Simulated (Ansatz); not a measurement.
# CoSi (P2_13): modes against biaxial strain in the (001) plane

Wanted: the shifts of the zone-centre modes of CoSi (P2_13) with strain.

Calculated with Ansatz 0.2.0; DFT PBEsol, scalar-relativistic, plane waves, PAW; PAW set soft_1.

The database entry behind the starting cell differs from later determinations by our own check (0.1 to 0.3 % short, probably kX units), so it need not match the best structure at ambient conditions.

## (1) The structure

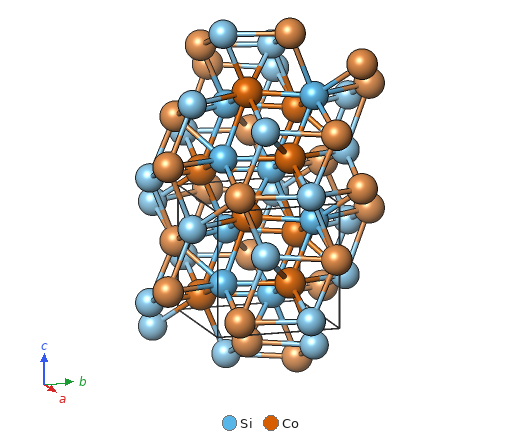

Start, viewed slightly off an axis; silicon blue, cobalt orange. 1×1×2 cells are drawn. Some periodic images of atoms are drawn too.

Coordinates:

```cif
data_structure
_symmetry_space_group_name_H-M 'P 1'
_symmetry_Int_Tables_number 1
_cell_length_a 4.4380
_cell_length_b 4.4380
_cell_length_c 4.4380
_cell_angle_alpha 90.000
_cell_angle_beta 90.000
_cell_angle_gamma 90.000
_cell_volume 87.41
loop_
_atom_site_label
_atom_site_type_symbol
_atom_site_fract_x
_atom_site_fract_y
_atom_site_fract_z
_atom_site_occupancy
Si1 Si 0.84300 0.84300 0.84300 1
Si2 Si 0.65700 0.15700 0.34300 1
Si3 Si 0.34300 0.65700 0.15700 1
Si4 Si 0.15700 0.34300 0.65700 1
Co5 Co 0.14000 0.14000 0.14000 1
Co6 Co 0.36000 0.86000 0.64000 1
Co7 Co 0.64000 0.36000 0.86000 1
Co8 Co 0.86000 0.64000 0.36000 1
```

## (2) Bringing the structure to rest

Harmonic phonons are second derivatives at a point where the forces vanish, and they are wanted at zero stress, so atoms and cell are relaxed first.

input.yaml reads:

```yaml
crystal:
  lattice:
    - [4.438, 0.0, 0.0]
    - [0.0, 4.438, 0.0]
    - [0.0, 0.0, 4.438]
  atoms:
    - { symbol: Si, position: [0.843, 0.843, 0.843] }
    - { symbol: Si, position: [0.657, 0.157, 0.343] }
    - { symbol: Si, position: [0.343, 0.657, 0.157] }
    - { symbol: Si, position: [0.157, 0.343, 0.657] }
    - { symbol: Co, position: [0.14, 0.14, 0.14] }
    - { symbol: Co, position: [0.36, 0.86, 0.64] }
    - { symbol: Co, position: [0.64, 0.36, 0.86] }
    - { symbol: Co, position: [0.86, 0.64, 0.36] }
kpoints:
  mp_grid: { grid: [8, 8, 8] }
hamiltonian:
  xc: pbesol
  pseudopotentials: { kind: paw, azcp: { folder: soft_1 }, xc_functional: pbe }
scf:
  occupations: { method: gaussian, width: 0.1 }
output:
  forces: true
  stress: true
  eigenvalues: true
relax:
  adjacent_minimum: "off"
  f_tol: 0.005
  max_steps: 80
  cell: { stress_tol: 0.05 }
```

Command:

```
ansatz run input.yaml --threads 4 --pin off --max-ram 16384MiB --backend cpu --events-out ev --progress --plain --runs-dir out
```

Numbers of over 12 decimals in the logs are rounded to 6 here.

Output:

```text
Engine: ansatz 0.2.0, aarch64-unknown-linux-gnu
Pseudopotentials: kind: paw
Pseudopotential: Si, paw, valence charge 4, recommended cutoff 420 eV (normal), soft_1/Si.paw.azcp
Pseudopotential: Co, paw, valence charge 17, recommended cutoff 420 eV (normal), soft_1/Co.paw.azcp
Functional definition: PBEsol
  exchange = pbesol_x
  correlation = pbesol_c
Crystal: 8 atoms, lattice volume = 87.410 Å³
Basis set: ecut = 420 eV, 1743 PW (Γ), exchange–correlation on 60×60×60 points (8 copies of the dense FFT grid, shifted against one another)
Bands: 51, of which v1, the nominal top of the filled ones, is band 42 counted from 1 (41 counted from 0)
Symmetry: 12 space group operations
Space group: P213 (ITA 198), of the structure as read, at distance tolerance 4.4e-5 Å
k-points: 45 of 512 (time reversal used)
Non-local potential: Si, projectors of the file, l = 0: 2, l = 1: 2, l = 2: 1
Non-local potential: Co, projectors of the file, l = 0: 3, l = 1: 2, l = 2: 3, l = 3: 1
PAW form: soft (Blöchl's): semilocal exchange-correlation on the pseudo side does not see the compensation charge
PAW frozen core: Si, regenerated for the run's functional, and the local potential with it (the file was generated under x = pbe(κ = 0.804, μ = 0.219515), c = pbe(β = 0.066725))
PAW frozen core: Co, regenerated for the run's functional, and the local potential with it (the file was generated under x = pbe(κ = 0.804, μ = 0.219515), c = pbe(β = 0.066725))
PAW one-centre angular grid: Si, 110 points (default); XC on 64 Gauss nodes
PAW one-centre angular grid: Co, 590 points (default); XC on 64 Gauss nodes
Initial density: superposition of atomic densities (chi_scale 0.1, normalization cell, long waves kept (reshape's long-wave potential 0.00 eV rms))
Initial wavefunctions: pseudopotential atomic-orbital guess
Functional: x = pbesol(κ = 0.804, μ = 0.123457), c = pbesol(β = 0.046)
SCF iter   1: F=—  HF=-22865.295745 eV  |F-HF|=—  |Δ(HF+E_count)|=         —  Δρ=1.03e-1  dr2=9.92e0  ethr=3.10e-3  ⟨swp⟩=6.8  Hψ=8885  notcnv=0  defer=8
preconditioner: auto → Kerker (q_TF=auto, 2.710 Å⁻¹)  [metal: Δε(μ)=0.013 eV  Ē_g=6.922 eV  σ=0.100 eV  W_gap=0.07  n_scr=26 (ndim 8)  ℏωp=28.6 eV  f_vac=0.000  D(μ)=1.57/eV (n_scr^D=6)]
SCF iter   2: F=—  HF=-22864.484297 eV  |F-HF|=—  |Δ(HF+E_count)|=   8.11e-1  Δρ=5.13e-2  dr2=3.20e0  ethr=3.10e-3  ⟨swp⟩=2.0  Hψ=2948  notcnv=0  defer=130
preconditioner: auto → Resta (q_TF=auto, 2.710 Å⁻¹)  ε∞=18.5  [insulator: Δε(μ)=0.121 eV  Ē_g=6.840 eV  σ=0.100 eV  W_gap=0.52  n_scr=26 (ndim 8)  ℏωp=28.6 eV  f_vac=0.000  D(μ)=1.47/eV (n_scr^D=6)  ε∞_Penn≈18.5]
SCF iter   3: F=—  HF=-22863.727929 eV  |F-HF|=—  |Δ(HF+E_count)|=   7.56e-1  Δρ=1.48e-2  dr2=2.31e-1  ethr=3.10e-3  ⟨swp⟩=2.0  Hψ=3612  notcnv=0  defer=130
SCF iter   4: F=—  HF=-22863.696412 eV  |F-HF|=—  |Δ(HF+E_count)|=   3.15e-2  Δρ=6.24e-3  dr2=1.81e-2  ethr=2.75e-4  ⟨swp⟩=2.8  Hψ=3901  notcnv=0  defer=124
SCF iter   5: F=—  HF=-22863.697359 eV  |F-HF|=—  |Δ(HF+E_count)|=   9.47e-4  Δρ=1.26e-3  dr2=2.01e-3  ethr=2.15e-5  ⟨swp⟩=1.8  Hψ=2743  notcnv=0  defer=124
SCF iter   6: F=—  HF=-22863.696743 eV  |F-HF|=—  |Δ(HF+E_count)|=   6.16e-4  Δρ=2.76e-4  dr2=9.33e-5  ethr=2.39e-6  ⟨swp⟩=2.2  Hψ=2909  notcnv=0  defer=124
SCF iter   7: F=—  HF=-22863.696740 eV  |F-HF|=—  |Δ(HF+E_count)|=   2.86e-6  Δρ=4.04e-5  dr2=1.02e-6  ethr=1.11e-7  ⟨swp⟩=2.1  Hψ=3228  notcnv=0  defer=124
SCF iter   8: F=-22863.696739 eV  HF=-22863.696739 eV  |F-HF|=3.10e-8  |Δ(HF+E_count)|=   4.77e-7  Δρ=9.79e-6  dr2=5.32e-8  ethr=1.19e-10  ⟨swp⟩=11.4  Hψ=11380  notcnv=0
SCF 1 converged in 8 iterations: F = -22863.696739 eV  dr2 = 5.32e-8
  greatest PAW one-centre occupation: 1.001 electrons in one spin orbital (limit 2), on the Co atom at site 7 (counted from 0), in its partial waves of l = 1
relax step   1: F+E_penalty+E_count = -22863.69673931 eV  Δ(F+E_penalty+E_count) = +0.000e0 eV  max|allowed force component| = 1.316e-1 eV/Å  Δτ_max = 0.0000 Å  P = -7.142 GPa  Ω = 87.410 Å³  (8 SCF iters, dr2 threshold 1.00e-7 eV, accepted)
Crystal: 8 atoms, lattice volume = 85.755 Å³
Initial density: handed on by an earlier stage of this run
Initial wavefunctions: those handed on with the density
iter 1 solved again at ethr=2.64e-6 eV; its pass at ethr=3.10e-3 eV (dr2=2.22e-3 eV) is discarded
SCF iter   1: F=—  HF=-22863.760914 eV  |F-HF|=—  |Δ(HF+E_count)|=         —  Δρ=1.76e-3  dr2=2.13e-3  ethr=2.64e-6  ⟨swp⟩=1.6  Hψ=9972  notcnv=0
preconditioner: auto → Resta (q_TF=auto, 2.719 Å⁻¹)  ε∞=19.1  [insulator: Δε(μ)=0.142 eV  Ē_g=6.804 eV  σ=0.100 eV  W_gap=0.56  n_scr=26 (ndim 8)  ℏωp=28.9 eV  f_vac=0.000  D(μ)=1.35/eV (n_scr^D=6)  ε∞_Penn≈19.1]
SCF iter   2: F=—  HF=-22863.760482 eV  |F-HF|=—  |Δ(HF+E_count)|=   4.32e-4  Δρ=1.02e-3  dr2=7.96e-4  ethr=2.54e-6  ⟨swp⟩=1.0  Hψ=2295  notcnv=0
SCF iter   3: F=—  HF=-22863.760277 eV  |F-HF|=—  |Δ(HF+E_count)|=   2.05e-4  Δρ=1.29e-4  dr2=1.37e-5  ethr=9.48e-7  ⟨swp⟩=2.0  Hψ=3470  notcnv=0
SCF iter   4: F=—  HF=-22863.760271 eV  |F-HF|=—  |Δ(HF+E_count)|=   6.05e-6  Δρ=6.78e-5  dr2=3.63e-6  ethr=1.63e-8  ⟨swp⟩=2.0  Hψ=3879  notcnv=0
iter 5 did not close the SCF: its close was put off for the readings that it lacked (scf_convergence_deferred on its scf_iter line)
SCF iter   5: F=-22863.760271 eV  HF=-22863.760271 eV  |F-HF|=7.89e-8  |Δ(HF+E_count)|=   4.03e-7  Δρ=1.96e-5  dr2=1.88e-7  ethr=4.32e-9  ⟨swp⟩=2.0  Hψ=2911  notcnv=0
SCF iter   6: F=-22863.760271 eV  HF=-22863.760271 eV  |F-HF|=1.66e-9  |Δ(HF+E_count)|=   2.85e-8  Δρ=2.04e-6  dr2=3.10e-9  ethr=2.24e-10  ⟨swp⟩=2.5  Hψ=6910  notcnv=0
SCF 2 converged in 6 iterations: F = -22863.760271 eV  dr2 = 3.10e-9
  greatest PAW one-centre occupation: 1.001 electrons in one spin orbital (limit 2), on the Co atom at site 5 (counted from 0), in its partial waves of l = 1
relax step   2: F+E_penalty+E_count = -22863.76027084 eV  Δ(F+E_penalty+E_count) = -6.353e-2 eV  max|allowed force component| = 1.281e-1 eV/Å  Δτ_max = 0.0101 Å  P = -3.169 GPa  Ω = 85.755 Å³  energy of the carried Pulay correction = +7.777e-4 eV  (6 SCF iters, dr2 threshold 8.00e-7 eV, accepted)
Crystal: 8 atoms, lattice volume = 84.157 Å³
Basis set: ecut = 420 eV, 1647 PW (Γ), exchange–correlation on 60×60×60 points (8 copies of the dense FFT grid, shifted against one another)
iter 1 solved again at ethr=1.29e-5 eV; its pass at ethr=3.10e-3 eV (dr2=1.08e-2 eV) is discarded
SCF iter   1: F=—  HF=-22863.791729 eV  |F-HF|=—  |Δ(HF+E_count)|=         —  Δρ=3.71e-3  dr2=1.08e-2  ethr=1.29e-5  ⟨swp⟩=1.2  Hψ=10431  notcnv=0
preconditioner: auto → Resta (q_TF=auto, 2.727 Å⁻¹)  ε∞=18.8  [insulator: Δε(μ)=0.147 eV  Ē_g=6.927 eV  σ=0.100 eV  W_gap=0.56  n_scr=26 (ndim 8)  ℏωp=29.2 eV  f_vac=0.000  D(μ)=1.26/eV (n_scr^D=6)  ε∞_Penn≈18.8]
SCF iter   2: F=—  HF=-22863.789190 eV  |F-HF|=—  |Δ(HF+E_count)|=   2.54e-3  Δρ=2.15e-3  dr2=3.89e-3  ethr=1.29e-5  ⟨swp⟩=1.0  Hψ=2295  notcnv=0
SCF iter   3: F=—  HF=-22863.787775 eV  |F-HF|=—  |Δ(HF+E_count)|=   1.41e-3  Δρ=2.22e-4  dr2=2.23e-5  ethr=4.63e-6  ⟨swp⟩=2.0  Hψ=3470  notcnv=0
SCF iter   4: F=—  HF=-22863.787888 eV  |F-HF|=—  |Δ(HF+E_count)|=   1.13e-4  Δρ=1.20e-4  dr2=8.81e-6  ethr=2.65e-8  ⟨swp⟩=2.0  Hψ=4010  notcnv=0
iter 5 did not close the SCF: its close was put off for the readings that it lacked (scf_convergence_deferred on its scf_iter line)
SCF iter   5: F=-22863.787886 eV  HF=-22863.787886 eV  |F-HF|=9.38e-8  |Δ(HF+E_count)|=   1.34e-6  Δρ=2.12e-5  dr2=2.49e-7  ethr=1.05e-8  ⟨swp⟩=2.0  Hψ=2861  notcnv=0
SCF iter   6: F=-22863.787886 eV  HF=-22863.787886 eV  |F-HF|=1.54e-8  |Δ(HF+E_count)|=   2.55e-8  Δρ=5.41e-6  dr2=1.74e-8  ethr=2.96e-10  ⟨swp⟩=3.6  Hψ=8207  notcnv=0
SCF 3 converged in 6 iterations: F = -22863.787886 eV  dr2 = 1.74e-8
  greatest PAW one-centre occupation: 1.001 electrons in one spin orbital (limit 2), on the Co atom at site 6 (counted from 0), in its partial waves of l = 1
relax step   3: F+E_penalty+E_count = -22863.78788644 eV  Δ(F+E_penalty+E_count) = -2.762e-2 eV  max|allowed force component| = 5.171e-2 eV/Å  Δτ_max = 0.0234 Å  P = +0.829 GPa  Ω = 84.157 Å³  energy of the carried Pulay correction = +1.543e-3 eV  (6 SCF iters, dr2 threshold 8.00e-7 eV, accepted)
[...]
relax step   4: F+E_penalty+E_count = -22863.78988910 eV  Δ(F+E_penalty+E_count) = -2.003e-3 eV  max|allowed force component| = 1.804e-2 eV/Å  Δτ_max = 0.0065 Å  P = +0.334 GPa  Ω = 84.282 Å³  energy of the carried Pulay correction = +1.482e-3 eV  (6 SCF iters, dr2 threshold 8.00e-7 eV, accepted)
[...]
relax step   5: F+E_penalty+E_count = -22863.79018307 eV  Δ(F+E_penalty+E_count) = -2.940e-4 eV  max|allowed force component| = 2.550e-3 eV/Å  Δτ_max = 0.0035 Å  P = +0.006 GPa  Ω = 84.370 Å³  energy of the carried Pulay correction = +1.440e-3 eV  (6 SCF iters, dr2 threshold 2.79e-7 eV, accepted)
Initial wavefunctions: pseudopotential atomic-orbital guess (no wavefunctions were taken with the density)
iter 1 solved again at ethr=1.46e-6 eV; its pass at ethr=3.10e-3 eV (dr2=1.22e-3 eV) is discarded
SCF iter   1: F=—  HF=-22863.788636 eV  |F-HF|=—  |Δ(HF+E_count)|=         —  Δρ=5.46e-5  dr2=3.75e-7  ethr=1.46e-6  ⟨swp⟩=2.8  Hψ=13820  notcnv=0
eigensolver tolerance schedule: the retry pair's looser diagonalisation over-reported the residual by 3260.58 of it (diagonalisation noise at an unbounded share of the residual, at the tolerance the schedule requests for it); recorded, not acted on — ethr = c·dr2/N_el stays at c = 1.0e-1
preconditioner: auto → Resta (q_TF=auto, 2.726 Å⁻¹)  ε∞=18.8  [insulator: Δε(μ)=0.146 eV  Ē_g=6.905 eV  σ=0.100 eV  W_gap=0.56  n_scr=26 (ndim 8)  ℏωp=29.2 eV  f_vac=0.000  D(μ)=1.26/eV (n_scr^D=6)  ε∞_Penn≈18.8]
SCF iter   2: F=—  HF=-22863.788756 eV  |F-HF|=—  |Δ(HF+E_count)|=   1.21e-4  Δρ=4.15e-5  dr2=6.69e-7  ethr=4.47e-10  ⟨swp⟩=2.5  Hψ=4659  notcnv=0
SCF iter   3: F=—  HF=-22863.788756 eV  |F-HF|=—  |Δ(HF+E_count)|=   3.22e-8  Δρ=8.44e-6  dr2=1.24e-8  ethr=4.47e-10  ⟨swp⟩=2.0  Hψ=2796  notcnv=0
SCF iter   4: F=—  HF=-22863.788756 eV  |F-HF|=—  |Δ(HF+E_count)|=  9.50e-10  Δρ=2.32e-6  dr2=1.53e-9  ethr=1.47e-11  ⟨swp⟩=2.0  Hψ=4015  notcnv=0
SCF iter   5: F=—  HF=-22863.788756 eV  |F-HF|=—  |Δ(HF+E_count)|=   2.61e-9  Δρ=7.80e-7  dr2=3.24e-10  ethr=1.82e-12  ⟨swp⟩=2.0  Hψ=4190  notcnv=0
SCF iter   6: F=-22863.788756 eV  HF=-22863.788756 eV  |F-HF|=3.64e-12  |Δ(HF+E_count)|=  1.09e-11  Δρ=5.88e-8  dr2=2.65e-12  ethr=1.00e-12  ⟨swp⟩=4.5  Hψ=8190  notcnv=0
SCF 6 converged in 6 iterations: F = -22863.788756 eV  dr2 = 2.65e-12
relax step   6: F+E_penalty+E_count = -22863.78875631 eV  Δ(F+E_penalty+E_count) = +1.427e-3 eV  max|allowed force component| = 2.569e-3 eV/Å  Δτ_max = 0.0000 Å  P = +0.007 GPa  Ω = 84.370 Å³  stress off target by 7.03e-3 GPa  SCF on the basis re-selected at this cell (its energy is not comparable with the rows above)  (6 SCF iters)
basis re-selected at this cell: Δ(F+E_penalty+E_count) = +1.427e-3 eV, ΔP = +0.001 GPa vs the last step (what re-selecting the basis moved, of the pressure what is left beyond the Pulay correction that the steps carried, after the strain that the cell walked since its last selection, with what the two solves' SCF thresholds leave and, on support functions, any second-order correction that the steps lacked; it is no m [...]
SCF converged after 6 iterations
Free energy (F): -22863.788756 eV
Harris-Foulkes:  -22863.788756 eV  (|F-HF|=3.64e-12)
Internal energy: -22863.782464 eV  (E = F + TS)
E sigma→0 (E₀):  -22863.785610 eV
Entropy (-TS):   -0.006292 eV (-0.787 meV/atom)
Fermi energy:    17.177785 eV
--- Per-component energies (eV) ---
  E_band       = -907.317814
  E_kinetic    = 1373.795429
  E_local      = -13328.279470  (includes V_loc(G=0)·N_el)
  E_nonlocal   = 1847.180683
  E_hartree    = 6071.927924
  E_xc         = -606.737703
  E_vxc        = -686.675967  (∫ρ·V_xc dr)
  E_paw        = -8164.747514  (= ΣΔE_a)
  E_vpaw       = -2257.194312  (= ΣTr[D̂ρ^β])
  E_aug_tail   = 0.000074  (compensation charges beyond the density's cutoff)
  E_ewald      = -10057.801807
  E_core_change = 0.879921  (= ΣΔE_core)
  E_smearing   = -0.006292  (= −TS)
  E_closure    = 0.000000  (closes the sum)
  Σ components = -22863.788756   (vs F -22863.788756, Δ=0.00e0)
--- Forces (eV/Å), atoms counted from 1 ---
  atom   1  Si    -0.00256876    -0.00256876    -0.00256876
  atom   2  Si     0.00256876     0.00256876    -0.00256876
  atom   3  Si    -0.00256876     0.00256876     0.00256876
  atom   4  Si     0.00256876    -0.00256876     0.00256876
  atom   5  Co    -0.00009907    -0.00009907    -0.00009907
  atom   6  Co     0.00009907     0.00009907    -0.00009907
  atom   7  Co    -0.00009907     0.00009907     0.00009907
  atom   8  Co     0.00009907    -0.00009907     0.00009907
  max |Σ_I F_I| component: 1.45e-16 eV/Å
--- Stress (GPa, compression-positive) ---
        0.007028      -0.000000       0.000000
       -0.000000       0.007028      -0.000000
        0.000000      -0.000000       0.007028
  P = ⅓ Tr σ = 0.0070 GPa (0.070 kbar)
--- Band table (eV; the first three rows and the last of 45) ---
  k-point 0: bands = [... 38 lower, 16.3522, 16.3522, 17.1616, 17.1616, 17.1616, 19.8176, 19.8176, 19.8176, ... 5 higher]
  k-point 1: bands = [... 38 lower, 16.3572, 16.3834, 16.9669, 17.1122, 17.4706, 19.3141, 19.4354, 19.7129, ... 5 higher]
  k-point 2: bands = [... 38 lower, 16.3767, 16.4752, 16.8365, 16.9725, 17.9261, 18.9364, 18.9642, 19.1901, ... 5 higher]
  k-point 44: bands = [... 38 lower, 15.8802, 15.8802, 16.9324, 16.9324, 16.9324, 16.9324, 22.7624, 22.7624, ... 5 higher]
--- Relaxed structure (5 steps of the walk, 5 accepted, 1 SCFs on fresh bases) ---
  F+E_penalty+E_count = -22863.78875631 eV   max|allowed force component| = 2.569e-3 eV/Å   (the final SCF, on the basis selected at the relaxed cell)
  cell:  # Å, volume = 84.3701 Å³
    - [4.385941, 0, 0]
    - [0, 4.385941, 0]
    - [0, 0, 4.385941]
  atoms:
    - { symbol: Si, position: [0.843329, 0.843329, 0.843329] }
    - { symbol: Si, position: [0.656671, 0.156671, 0.343329] }
    - { symbol: Si, position: [0.343329, 0.656671, 0.156671] }
    - { symbol: Si, position: [0.156671, 0.343329, 0.656671] }
    - { symbol: Co, position: [0.145644, 0.145644, 0.145644] }
    - { symbol: Co, position: [0.354356, 0.854356, 0.645644] }
    - { symbol: Co, position: [0.645644, 0.354356, 0.854356] }
    - { symbol: Co, position: [0.854356, 0.645644, 0.354356] }
```

Run time: 33 s. Hardware: 4 threads of Arm Neoverse V1, shared host; peak memory 0.49 GiB.

This run has no spin polarisation, although Co can carry a moment.

Step by step:

```tsv
step	energy less that of the first step (eV)	largest force component (eV/Å)	pressure (GPa)	volume (Å³)
1	0.0000	0.1316	-7.14	87.41
2	-0.0635	0.1281	-3.17	85.75
3	-0.0911	0.0517	0.83	84.16
4	-0.0932	0.0180	0.33	84.28
5	-0.0934	0.0026	0.01	84.37
6*	-0.0920	0.0026	0.01	84.37
```

Relaxation steps marked * repeat the geometry before them on a plane-wave basis chosen anew for their cell, so energy and pressure can jump there.

The run keeps the 12 symmetry operations that it works with, so distortions that break them were not tested.

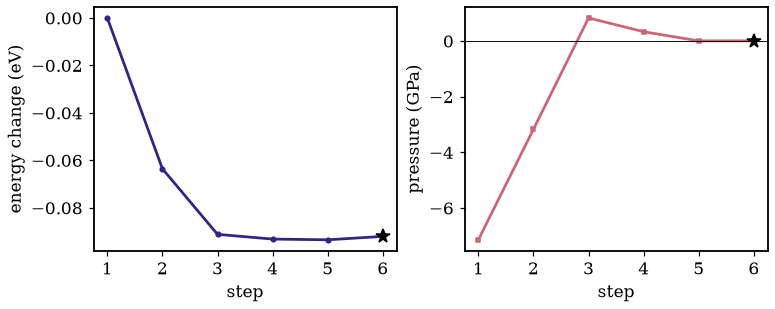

Energy and pressure along the relaxation. Stars mark steps on a basis chosen anew.

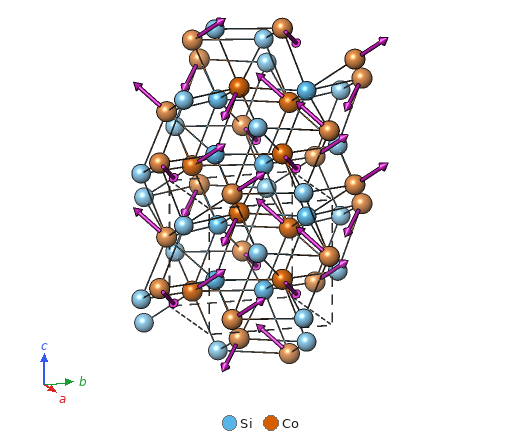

Displacements in the relaxation, exaggerated, measured against the changing cell; the longest in the cell stands for 0.04 Å. 1×1×2 cells are drawn. Some periodic images of atoms are drawn too.

```tsv
conventional cell, symmetrised	before	after	change
a (Å)	4.438	4.386	-1.2 %
b (Å)	4.438	4.386	-1.2 %
c (Å)	4.438	4.386	-1.2 %
volume (Å³/atom)	10.93	10.55	-3.5 %
```

The atoms that moved most (Å, as changes of fractional coordinates times the final cell):

```tsv
atom	dx	dy	dz	length
Co7	0.025	-0.025	-0.025	0.043
Co8	-0.025	0.025	-0.025	0.043
Co6	-0.025	-0.025	0.025	0.043
Co5	0.025	0.025	0.025	0.043
```

Numbers from this step:

```yaml
pressure: 0.007028 GPa
volume_per_atom: 10.55 Å³
gap_on_the_k_mesh: 0 eV
```

In this step the volume went from 10.93 to 10.55 Å³/atom.

## (3) Tight relaxation

Phonons need small forces and stress, so the relaxation is finished with tight tolerances on 8×8×8 k points.

input.yaml reads:

```yaml
crystal:
  lattice:
    - [4.3859411178, 0.0, 0.0]
    - [0.0, 4.3859411178, 0.0]
    - [0.0, 0.0, 4.3859411178]
  atoms:
    - { symbol: Si, position: [0.8433285269, 0.8433285269, 0.8433285269] }
    - { symbol: Si, position: [0.6566714731, 0.1566714731, 0.3433285269] }
    - { symbol: Si, position: [0.3433285269, 0.6566714731, 0.1566714731] }
    - { symbol: Si, position: [0.1566714731, 0.3433285269, 0.6566714731] }
    - { symbol: Co, position: [0.145644453, 0.145644453, 0.145644453] }
    - { symbol: Co, position: [0.354355547, 0.854355547, 0.645644453] }
    - { symbol: Co, position: [0.645644453, 0.354355547, 0.854355547] }
    - { symbol: Co, position: [0.854355547, 0.645644453, 0.354355547] }
kpoints:
  mp_grid: { grid: [8, 8, 8] }
hamiltonian:
  xc: pbesol
  pseudopotentials: { kind: paw, azcp: { folder: soft_1 }, xc_functional: pbe }
scf:
  occupations: { method: methfessel_paxton, width: 0.2 }
output:
  forces: true
  stress: true
  eigenvalues: true
relax:
  adjacent_minimum: "off"
  f_tol: 0.001
  max_steps: 60
  cell: { stress_tol: 0.01 }
```

Output:

```text
[...]
Crystal: 8 atoms, lattice volume = 84.370 Å³
Basis set: ecut = 420 eV, 1647 PW (Γ), exchange–correlation on 60×60×60 points (8 copies of the dense FFT grid, shifted against one another)
Bands: 51, of which v1, the nominal top of the filled ones, is band 42 counted from 1 (41 counted from 0)
Symmetry: 12 space group operations
[...]
k-points: 45 of 512 (time reversal used)
[...]
atoms:
    - { symbol: Si, position: [0.843271, 0.843271, 0.843271] }
    - { symbol: Si, position: [0.656729, 0.156729, 0.343271] }
    - { symbol: Si, position: [0.343271, 0.656729, 0.156729] }
    - { symbol: Si, position: [0.156729, 0.343271, 0.656729] }
    - { symbol: Co, position: [0.145671, 0.145671, 0.145671] }
    - { symbol: Co, position: [0.354329, 0.854329, 0.645671] }
    - { symbol: Co, position: [0.645671, 0.354329, 0.854329] }
    - { symbol: Co, position: [0.854329, 0.645671, 0.354329] }
[key lines of the parts left out:]
SCF converged after 5 iterations
Free energy (F): -22863.779419 eV
Fermi energy:    17.155516 eV
P = ⅓ Tr σ = -0.0005 GPa (-0.005 kbar)
```

It took 22 s on 4 threads; peak memory 0.48 GiB; 85 s of CPU time.

Little changed from the start: no atom moved by 0.005 Å and no cell edge by 0.1 %.

This step gave:

```yaml
pressure: -5.00e-4 GPa
volume_per_atom: 10.54 Å³
```

The largest force component left is 0.044 meV/Å and the pressure is -0.001 GPa, within the tolerances set. The cell now holds 10.54 Å³/atom.

[end of part 1 of 3]

[Logs are printed without paths, hosts, clocks, repeated set-up lines and the standing remarks that a program may print on its own settings, such as how far it seeks lower states.]

[Hosts, paths, dates, database ids (printed as entryN), source tags and the programs' standing remarks are cut or masked in the printed files.]
